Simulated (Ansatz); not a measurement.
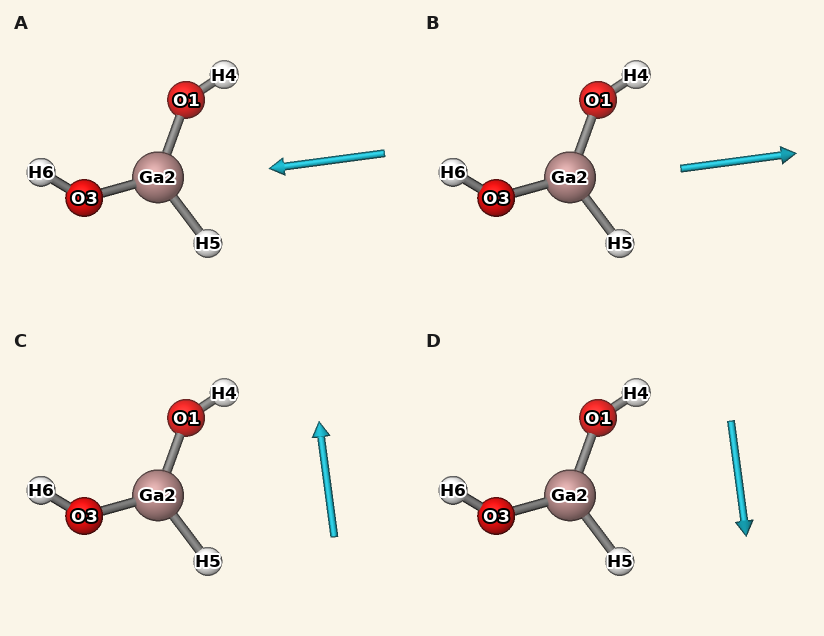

The same molecule four times, each with an arrow. Geometry: atoms displaced at random (about 0.13 Å) from a stationary point of GFN2-xTB. Properties computed with RHF-CCSD(T), frozen core/def2-TZVPP (Ansatz 0.2.0).

Question: Which arrow points along the dipole moment, from the negative to the positive end?

Answer: C. The dipole moment is 1.34 D; it points from the side of H5 to the side of H4 (the outermost atoms at the two ends).
